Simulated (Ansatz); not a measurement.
# Work function of Sr(100): what the settings cost and change, part 2 of 2

Aim: the work function of Sr(100) against thickness and vacuum, with the cost.

Ansatz 0.2.0; plane-wave DFT, PBE, Ansatz PAW.

So far, work function, upper face (eV): step 2 (slab, setting 1 layer) 2.51; step 4 (slab, 3 atoms) 2.55; step 5 (slab, 4 atoms) 2.55; step 6 (slab, 5 atoms) 2.56; step 7 (slab, 6 atoms) 2.55.

### 8. Run, 8 atoms

System of this step: Sr(100). The cell holds 8 atoms: 8 Sr. Cell: a = 4.299 Å, b = 4.299 Å, c = 39.280 Å, α = 90.0°, β = 90.0°, γ = 90.0°. Vacuum lies along c.

input.yaml

```yaml
crystal:
  lattice:
    - [4.2992092296, 0.0, 0.0]
    - [0.0, 4.2992092296, 0.0]
    - [0.0, 0.0, 39.28]
  atoms:
    - { symbol: Sr, position: [0.5, 0.5, 0.2291242363] }
    - { symbol: Sr, position: [0.0, 0.0, 0.3065173116] }
    - { symbol: Sr, position: [0.5, 0.5, 0.383910387] }
    - { symbol: Sr, position: [0.0, 0.0, 0.4613034623] }
    - { symbol: Sr, position: [0.5, 0.5, 0.5386965377] }
    - { symbol: Sr, position: [0.0, 0.0, 0.616089613] }
    - { symbol: Sr, position: [0.5, 0.5, 0.6934826884] }
    - { symbol: Sr, position: [0.0, 0.0, 0.7708757637] }
kpoints:
  mp_grid: { grid: [10, 10, 1] }
hamiltonian:
  xc: pbe
scf:
  occupations: { method: fermi_dirac, width: 0.1 }
  convergence: { dr2_threshold: 1.0e-09 }
efield:
  axis: 3
  dipole_correction: true
  ramp_position: 0.97
  ramp_width: 0.06
output:
  write_potential: true
  write_density: true
  volumetric_format: npy
```

The run is started by

```sh
$ ansatz run input.yaml --threads 2 --pin off --max-ram 3072MiB --backend cpu --events-out ev --progress --plain --runs-dir out
```

Numbers of over 12 decimals in the logs are rounded to 6 here.

The program printed:

```text
[...]
Crystal: 8 atoms, lattice volume = 726.020 Å³
Basis set: ecut = 420 eV, 14115 PW (Γ)
Bands: 48, of which v1, the nominal top of the filled ones, is band 40 counted from 1 (39 counted from 0)
Symmetry: 8 space group operations
k-points: 21 of 100
[...]
k-point 0: bands = [... 36 lower, -0.0098, 0.5295, 1.0312, 1.4000, 2.5517, 2.5970, 2.5981, 2.6382, ... 12 higher]
  k-point 1: bands = [... 36 lower, 0.0801, 0.6170, 1.1193, 1.4920, 2.5593, 2.6231, 2.6380, 2.6544, ... 12 higher]
  k-point 2: bands = [... 36 lower, 0.3331, 0.8587, 1.3614, 1.7483, 2.4830, 2.5496, 2.6934, 2.7340, ... 12 higher]
  k-point 20: bands = [... 36 lower, 1.9847, 1.9847, 2.1838, 2.1838, 2.5304, 2.5304, 2.5600, 2.5600, ... 12 higher]
[key lines of the parts left out:]
SCF converged after 10 iterations
Free energy (F): -28353.137584 eV
Fermi energy:    2.132766 eV
Dipole field:    D = 0.000006 V/Å  (p = 0.000024 e·Å, saw-weighted, corrected)
Work function:   Φ+ = 2.5493 eV   Φ− = 2.5495 eV
```

It took 2.6 min on 2 threads of Arm Neoverse N1, shared host; peak memory 1.3 GiB.

The work function is 2.549 eV, -0.004 eV from the run “6 layers”, at 1.7 times its CPU time.

### 9. Slab, 10 atoms

System of this step: Sr(100). The cell holds 10 atoms: 10 Sr. Cell: a = 4.299 Å, b = 4.299 Å, c = 45.360 Å, α = 90.0°, β = 90.0°, γ = 90.0°. Vacuum lies along c.

input.yaml, the sections that differ from step 8:

```yaml
crystal:
  lattice:
    - [4.2992092296, 0.0, 0.0]
    - [0.0, 4.2992092296, 0.0]
    - [0.0, 0.0, 45.36]
  atoms:
    - { symbol: Sr, position: [0.5, 0.5, 0.1984126984] }
    - { symbol: Sr, position: [0.0, 0.0, 0.2654320988] }
    - { symbol: Sr, position: [0.5, 0.5, 0.3324514991] }
    - { symbol: Sr, position: [0.0, 0.0, 0.3994708995] }
    - { symbol: Sr, position: [0.5, 0.5, 0.4664902998] }
    - { symbol: Sr, position: [0.0, 0.0, 0.5335097002] }
    - { symbol: Sr, position: [0.5, 0.5, 0.6005291005] }
    - { symbol: Sr, position: [0.0, 0.0, 0.6675485009] }
    - { symbol: Sr, position: [0.5, 0.5, 0.7345679012] }
    - { symbol: Sr, position: [0.0, 0.0, 0.8015873016] }
# kpoints, hamiltonian, scf, efield, output: as in step 8
```

The program printed:

```text
[...]
Crystal: 10 atoms, lattice volume = 838.398 Å³
Basis set: ecut = 420 eV, 16343 PW (Γ)
Bands: 60, of which v1, the nominal top of the filled ones, is band 50 counted from 1 (49 counted from 0)
Symmetry: 8 space group operations
k-points: 21 of 100
[...]
k-point 0: bands = [... 46 lower, 0.7567, 1.1869, 1.5588, 1.8169, 2.9138, 2.9686, 2.9693, 2.9754, ... 16 higher]
  k-point 1: bands = [... 46 lower, 0.8439, 1.2737, 1.6477, 1.9095, 2.9233, 2.9751, 3.0068, 3.0129, ... 16 higher]
  k-point 2: bands = [... 46 lower, 1.0853, 1.5115, 1.8926, 2.1686, 2.8536, 2.8898, 2.9835, 3.1116, ... 16 higher]
  k-point 20: bands = [... 46 lower, 2.4219, 2.4219, 2.5694, 2.5694, 2.8988, 2.8988, 2.9190, 2.9190, ... 16 higher]
[key lines of the parts left out:]
SCF converged after 10 iterations
Free energy (F): -35441.622151 eV
Fermi energy:    2.503663 eV
Dipole field:    D = 0.000006 V/Å  (p = 0.000028 e·Å, saw-weighted, corrected)
Work function:   Φ+ = 2.5497 eV   Φ− = 2.5500 eV
```

It took 3.8 min on 2 threads; peak memory 1.8 GiB.

The work function is 2.550 eV, +0.000 eV from the run “8 layers”, at 1.5 times its CPU time.

### 10. Run, 13 atoms

System of this step: Sr(100). The cell holds 13 atoms: 13 Sr. Cell: a = 4.299 Å, b = 4.299 Å, c = 54.480 Å, α = 90.0°, β = 90.0°, γ = 90.0°. Vacuum lies along c.

input.yaml, the sections that differ from step 9:

```yaml
crystal:
  lattice:
    - [4.2992092296, 0.0, 0.0]
    - [0.0, 4.2992092296, 0.0]
    - [0.0, 0.0, 54.48]
  atoms:
    - { symbol: Sr, position: [0.0, 0.0, 0.1651982379] }
    - { symbol: Sr, position: [0.5, 0.5, 0.2209985316] }
    - { symbol: Sr, position: [0.0, 0.0, 0.2767988253] }
    - { symbol: Sr, position: [0.5, 0.5, 0.3325991189] }
    - { symbol: Sr, position: [0.0, 0.0, 0.3883994126] }
    - { symbol: Sr, position: [0.5, 0.5, 0.4441997063] }
    - { symbol: Sr, position: [0.0, 0.0, 0.5] }
    - { symbol: Sr, position: [0.5, 0.5, 0.5558002937] }
    - { symbol: Sr, position: [0.0, 0.0, 0.6116005874] }
    - { symbol: Sr, position: [0.5, 0.5, 0.6674008811] }
    - { symbol: Sr, position: [0.0, 0.0, 0.7232011747] }
    - { symbol: Sr, position: [0.5, 0.5, 0.7790014684] }
    - { symbol: Sr, position: [0.0, 0.0, 0.8348017621] }
# kpoints, hamiltonian, scf, efield, output: as in step 9
```

The program printed:

```text
[...]
Crystal: 13 atoms, lattice volume = 1006.965 Å³
Basis set: ecut = 420 eV, 19623 PW (Γ)
Bands: 78, of which v1, the nominal top of the filled ones, is band 65 counted from 1 (64 counted from 0)
Symmetry: 8 space group operations
k-points: 21 of 100
[...]
k-point 0: bands = [... 61 lower, 1.5312, 1.8390, 2.0893, 2.2540, 3.3077, 3.3483, 3.3700, 3.3709, ... 22 higher]
  k-point 1: bands = [... 61 lower, 1.6172, 1.9265, 2.1797, 2.3474, 3.3186, 3.3535, 3.4002, 3.4107, ... 22 higher]
  k-point 2: bands = [... 61 lower, 1.8528, 2.1660, 2.4299, 2.6089, 3.2565, 3.2706, 3.3231, 3.4069, ... 22 higher]
  k-point 20: bands = [... 61 lower, 2.8241, 2.9313, 2.9536, 2.9963, 3.2979, 3.2979, 3.3109, 3.3109, ... 22 higher]
[key lines of the parts left out:]
SCF converged after 10 iterations
Free energy (F): -46074.348834 eV
Fermi energy:    2.905008 eV
Dipole field:    D = -0.000000 V/Å  (p = -0.000001 e·Å, saw-weighted, corrected)
Work function:   Φ+ = 2.5504 eV   Φ− = 2.5505 eV
```

It took 6.6 min on 2 threads; peak memory 2.6 GiB.

The work function is 2.550 eV, +0.001 eV from the run “10 layers”, at 1.8 times its CPU time.

### 11. Run, 7 atoms

System of this step: Sr(100). The cell holds 7 atoms: 7 Sr. Its edges and angles: a = 4.299 Å, b = 4.299 Å, c = 28.240 Å, α = 90.0°, β = 90.0°, γ = 90.0°. Vacuum lies along c.

input.yaml, the sections that differ from step 10:

```yaml
crystal:
  lattice:
    - [4.2992092296, 0.0, 0.0]
    - [0.0, 4.2992092296, 0.0]
    - [0.0, 0.0, 28.24]
  atoms:
    - { symbol: Sr, position: [0.0, 0.0, 0.1770538244] }
    - { symbol: Sr, position: [0.5, 0.5, 0.2847025496] }
    - { symbol: Sr, position: [0.0, 0.0, 0.3923512748] }
    - { symbol: Sr, position: [0.5, 0.5, 0.5] }
    - { symbol: Sr, position: [0.0, 0.0, 0.6076487252] }
    - { symbol: Sr, position: [0.5, 0.5, 0.7152974504] }
    - { symbol: Sr, position: [0.0, 0.0, 0.8229461756] }
# kpoints, hamiltonian, scf, efield, output: as in step 10
```

The program printed:

```text
[...]
Crystal: 7 atoms, lattice volume = 521.966 Å³
Basis set: ecut = 420 eV, 10143 PW (Γ)
Bands: 42, of which v1, the nominal top of the filled ones, is band 35 counted from 1 (34 counted from 0)
Symmetry: 8 space group operations
k-points: 21 of 100
[...]
k-point 0: bands = [... 31 lower, 0.7559, 1.3479, 1.9428, 2.3865, 3.5331, 3.5839, 3.6898, 3.7251, ... 10 higher]
  k-point 1: bands = [... 31 lower, 0.8482, 1.4365, 2.0310, 2.4777, 3.5655, 3.6065, 3.6926, 3.7534, ... 10 higher]
  k-point 2: bands = [... 31 lower, 1.1101, 1.6832, 2.2734, 2.7314, 3.5043, 3.6050, 3.7324, 3.7839, ... 10 higher]
  k-point 20: bands = [... 31 lower, 2.8510, 3.0749, 3.1128, 3.2393, 3.5580, 3.5580, 3.5958, 3.5958, ... 10 higher]
[key lines of the parts left out:]
SCF converged after 9 iterations
Free energy (F): -24808.896037 eV
Fermi energy:    3.157191 eV
Dipole field:    D = -0.000000 V/Å  (p = -0.000001 e·Å, saw-weighted, corrected)
Work function:   Φ+ = 2.5116 eV (in doubt: plateau slope 1.9e-1 eV/Å)   Φ− = 2.5245 eV (in doubt: plateau slope 1.5e-1 eV/Å)
```

Run time: 85 s. Hardware: 2 threads; peak memory 0.91 GiB.

The work function is 2.512 eV. The program marks this work function as in doubt.

### 12. Run, 7 atoms (run 2)

The cell differs from the one that the last finished run ended in (c 28.240 → 32.240 Å).

input.yaml, the sections that differ from step 11:

```yaml
crystal:
  lattice:
    - [4.2992092296, 0.0, 0.0]
    - [0.0, 4.2992092296, 0.0]
    - [0.0, 0.0, 32.24]
  atoms:
    - { symbol: Sr, position: [0.0, 0.0, 0.2171215881] }
    - { symbol: Sr, position: [0.5, 0.5, 0.3114143921] }
    - { symbol: Sr, position: [0.0, 0.0, 0.405707196] }
    - { symbol: Sr, position: [0.5, 0.5, 0.5] }
    - { symbol: Sr, position: [0.0, 0.0, 0.594292804] }
    - { symbol: Sr, position: [0.5, 0.5, 0.6885856079] }
    - { symbol: Sr, position: [0.0, 0.0, 0.7828784119] }
# kpoints, hamiltonian, scf, efield, output: as in step 11
```

The program printed:

```text
[...]
Crystal: 7 atoms, lattice volume = 595.898 Å³
Basis set: ecut = 420 eV, 11587 PW (Γ)
Bands: 42, of which v1, the nominal top of the filled ones, is band 35 counted from 1 (34 counted from 0)
Symmetry: 8 space group operations
k-points: 21 of 100
[...]
k-point 0: bands = [... 31 lower, 0.0483, 0.6438, 1.2326, 1.6832, 2.8778, 2.9098, 2.9237, 2.9836, ... 10 higher]
  k-point 1: bands = [... 31 lower, 0.1406, 0.7325, 1.3206, 1.7747, 2.8837, 2.9527, 2.9535, 2.9938, ... 10 higher]
  k-point 2: bands = [... 31 lower, 0.4026, 0.9792, 1.5626, 2.0292, 2.8041, 2.8954, 3.0515, 3.0761, ... 10 higher]
  k-point 20: bands = [... 31 lower, 2.1448, 2.3687, 2.4068, 2.5329, 2.8520, 2.8520, 2.8897, 2.8897, ... 10 higher]
[key lines of the parts left out:]
SCF converged after 9 iterations
Free energy (F): -24808.895091 eV
Fermi energy:    2.451439 eV
Dipole field:    D = -0.000000 V/Å  (p = -0.000000 e·Å, saw-weighted, corrected)
Work function:   Φ+ = 2.5498 eV   Φ− = 2.5503 eV
```

Elapsed: 99 s, on 2 threads; peak memory 1 GiB.

The work function is 2.550 eV, +0.038 eV from the run “7 layers, 10 Å of vacuum”, at 1.2 times its CPU time.

### 13. Run, 7 atoms (run 3)

The cell differs from the one that the last finished run ended in (c 32.240 → 44.240 Å).

input.yaml, the sections that differ from step 12:

```yaml
crystal:
  lattice:
    - [4.2992092296, 0.0, 0.0]
    - [0.0, 4.2992092296, 0.0]
    - [0.0, 0.0, 44.24]
  atoms:
    - { symbol: Sr, position: [0.0, 0.0, 0.2938517179] }
    - { symbol: Sr, position: [0.5, 0.5, 0.3625678119] }
    - { symbol: Sr, position: [0.0, 0.0, 0.431283906] }
    - { symbol: Sr, position: [0.5, 0.5, 0.5] }
    - { symbol: Sr, position: [0.0, 0.0, 0.568716094] }
    - { symbol: Sr, position: [0.5, 0.5, 0.6374321881] }
    - { symbol: Sr, position: [0.0, 0.0, 0.7061482821] }
# kpoints, hamiltonian, scf, efield, output: as in step 12
```

The program printed:

```text
[...]
Crystal: 7 atoms, lattice volume = 817.697 Å³
Basis set: ecut = 420 eV, 15931 PW (Γ)
Bands: 42, of which v1, the nominal top of the filled ones, is band 35 counted from 1 (34 counted from 0)
Symmetry: 8 space group operations
k-points: 21 of 100
[...]
k-point 1: bands = [... 31 lower, -1.2161, -0.6242, -0.0362, 0.4181, 1.5275, 1.5908, 1.6026, 1.6364, ... 10 higher]
  k-point 2: bands = [... 31 lower, -0.9542, -0.3774, 0.2057, 0.6726, 1.4477, 1.5385, 1.6909, 1.7203, ... 10 higher]
  k-point 20: bands = [... 31 lower, 0.7881, 1.0120, 1.0501, 1.1763, 1.4953, 1.4953, 1.5330, 1.5330, ... 10 higher]
[key lines of the parts left out:]
SCF converged after 10 iterations
Free energy (F): -24808.895061 eV
Fermi energy:    1.094761 eV
Dipole field:    D = 0.000000 V/Å  (p = 0.000000 e·Å, saw-weighted, corrected)
Work function:   Φ+ = 2.5507 eV   Φ− = 2.5507 eV
```

The job ended after 2.3 min (2 threads; peak memory 1.3 GiB; 4.2 min of CPU time).

The work function is 2.551 eV, +0.001 eV from the run “7 layers, 14 Å of vacuum”, at 1.4 times its CPU time.

### 14. Comparing the runs

Times are for 2 threads of Arm Neoverse N1, shared host. The series side by side:

```tsv
no.	setting	work function, upper face (eV)	time	memory (GiB)
1	1 layer	2.510	11 s	0.46
2	2 layers	2.507	16 s	0.47
3	3 layers	2.550	32 s	0.59
4	4 layers	2.554	45 s	0.68
5	5 layers	2.555	65 s	0.82
6	6 layers	2.553	90 s	0.95
7	8 layers	2.549	2.6 min	1.3
8	10 layers	2.550	3.8 min	1.8
9	13 layers	2.550	6.6 min	2.6
10	7 layers, 10 Å of vacuum	2.512	85 s	0.91
11	7 layers, 14 Å of vacuum	2.550	99 s	1.0
12	7 layers, 26 Å of vacuum	2.551	2.3 min	1.3
```

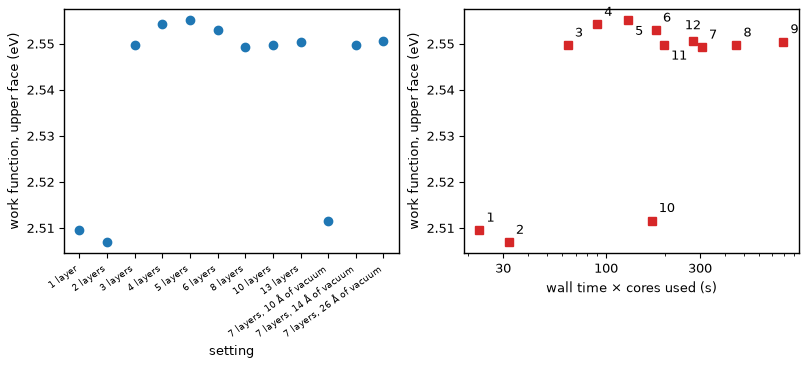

The series as plots; the last panel sets the first result against cost, with the runs numbered as in the table.

### 15. Varying the input

System of this step: Sr(100) monolayer. The cell holds 1 atom: 1 Sr. Its edges and angles: a = 4.299 Å, b = 4.299 Å, c = 18.000 Å, α = 90.0°, β = 90.0°, γ = 90.0°. Vacuum lies along c.

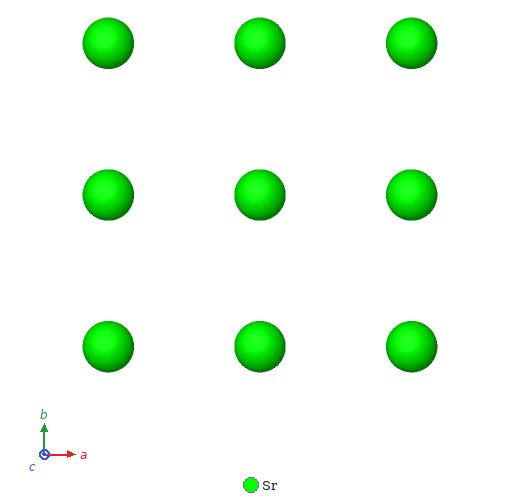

The cell of this step (strontium green). 3×3×1 cells are drawn.

An input spoilt on purpose, to show how the run answers: it repeats the earlier run “1 layer” with efield.axis from 3 to 1, and scf.max_iter set to 80; its output block differs too.

input.yaml, the sections that differ from step 13:

```yaml
crystal:
  lattice:
    - [4.2992092296, 0.0, 0.0]
    - [0.0, 4.2992092296, 0.0]
    - [0.0, 0.0, 18.0]
  atoms:
    - { symbol: Sr, position: [0.5, 0.5, 0.5] }
scf:
  occupations: { method: fermi_dirac, width: 0.1 }
  convergence: { dr2_threshold: 1.0e-09 }
  max_iter: 80
efield:
  axis: 1
  dipole_correction: true
  ramp_position: 0.97
  ramp_width: 0.06
# kpoints, hamiltonian, output: as in step 13
```

The program printed:

```text
[...]
Crystal: 1 atoms, lattice volume = 332.698 Å³
Basis set: ecut = 420 eV, 6477 PW (Γ)
Bands: 9, of which v1, the nominal top of the filled ones, is band 5 counted from 1 (4 counted from 0)
Symmetry: 4 space group operations
k-points: 36 of 100 (time reversal used)
[...]
SCF iter   1: F=—  HF=-3543.330367 eV  |F-HF|=—  |Δ(HF+E_count)|=         —  Δρ=1.03e-3  dr2=8.12e-3  ethr=1.77e-3  p=0.000 e·Å  D=2.14e-16 V/Å  ΔV_dip=-0.00 eV  dr2_dipole=7.16e-10  V_vac-E_F(+/−)=2.21/2.33 eV  ⟨swp⟩=10.7  Hψ=3579  notcnv=0
[...]
SCF iter   8: F=-3543.331767 eV  HF=-3543.331767 eV  |F-HF|=7.60e-10  |Δ(HF+E_count)|=   6.09e-9  Δρ=2.79e-7  dr2=4.49e-10  ethr=1.00e-11  p=0.000 e·Å  D=3.19e-7 V/Å  ΔV_dip=-0.00 eV  dr2_dipole=3.72e-12  V_vac-E_F(+/−)=2.14/2.25 eV  ⟨swp⟩=2.2  Hψ=1477  notcnv=0
[...]
SCF 1 converged in 8 iterations: F = -3543.331767 eV  dr2 = 4.49e-10
[...]
SCF converged after 8 iterations
Free energy (F): -3543.331767 eV
[...]
Internal energy: -3543.276195 eV  (E = F + TS)
E sigma→0 (E₀):  -3543.303981 eV
Entropy (-TS):   -0.055572 eV (-55.572 meV/atom)
Fermi energy:    -1.097971 eV
Dipole field:    D = -0.000002 V/Å  (p = -0.000003 e·Å, saw-weighted, corrected)
Work function:   Φ+ = 2.1350 eV (in doubt: plateau slope 1.7e0 eV/Å)   Φ− = 2.2501 eV (in doubt: plateau slope 1.3e0 eV/Å)
[...]
--- Band table (eV; the first three rows and the last of 36) ---
[...]
```

Wall time 18 s (2 threads); peak memory 0.52 GiB.

The field now lies along an axis in the plane, so the dipole that the program prints is another component and can't be set beside the earlier one.

With this change the program also warns of density in the ramp of the sawtooth; these numbers are not the system's.

### 16. Summary of results

- work function, 2 layers: 2.507 eV
- work function, 5 layers: 2.555 eV
- work function, 6 layers: 2.553 eV
- work function, 13 layers: 2.550 eV

**Reading.** The thickest slab gives 2.55 eV, and the settings tried spread the value from 2.51 to 2.56 eV. At 18 Å of vacuum, the slabs from 1 layer on stay within 0.05 eV of the thickest. Going from 10 to 26 Å of vacuum moves it by 0.039 eV. The program marks the value as in doubt in “7 layers, 10 Å of vacuum”. The ladder's slabs use the tabulated experimental lattice constant (two decimals; a low-temperature value for the alkali metals). In 2 runs of the series (7 layers, 10 Å of vacuum and 7 layers, 14 Å of vacuum) the program warns that electrons reach the sawtooth's ramp, which makes dipole and work function less sure.

[Logs are printed without paths, hosts, clocks, repeated set-up lines and the standing remarks that a program may print on its own settings, such as how far it seeks lower states.]

[Hosts, paths, dates, database ids (printed as entryN), source tags and the programs' standing remarks are cut or masked in the printed files.]

[Maps of the electrostatic potential energy from Ansatz leave out the sawtooth potential of an applied field or a dipole correction, so their vacuum need not be flat; planar profiles and work functions include it.]
